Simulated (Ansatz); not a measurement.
Input

```
crystal:
  periodic: [false, false, false]
  atoms:
    - { symbol: Sn, position_ang: [-0.180683, -0.062783, 0.233672] }
    - { symbol: Cl, position_ang: [1.355806, 0.648072, -1.459332] }
    - { symbol: H, position_ang: [-0.515495, -1.190478, -0.987348] }
    - { symbol: H, position_ang: [-1.33416, 1.181144, 0.566667] }
    - { symbol: H, position_ang: [0.674632, -0.575955, 1.646342] }
basis:
  gaussian: { orbitals: def2-SVP }
hamiltonian:
  xc: pbe
  dispersion: d4
relax:
  f_tol: 0.03
  max_steps: 50
output:
  orbitals: {}
```

Run with:

```sh
ansatz run input.yaml --threads 1 --pin off --max-ram 2048MiB --backend cpu --events-out ev --progress --plain --runs-dir out
```

The fields are those of the relaxed geometry.

Core potentials replace the inner electrons of Sn.

Computed with RKS PBE-D4/def2-SVP in Ansatz 0.2.0.

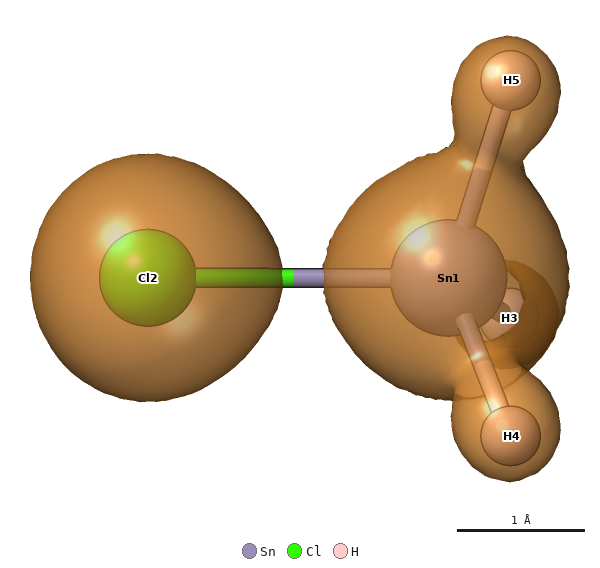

ClH₃Sn. Isosurface of the electron density at 0.6 e/Å³ (orange), seen from one side.

Question: Which contacts does the surface bridge?

Answer: At this value the surface falls into two separate pieces. It bridges the shortest Sn–H (1.72 Å) contacts, where the density stays above the isovalue. It is pinched off along the shortest Sn–Cl (2.38 Å) contacts. On the grid the lowest density along these lines, outside the cores, is 0.5 e/Å³ (Sn–Cl, 2.38 Å) and 0.72 e/Å³ (Sn–H, 1.72 Å).
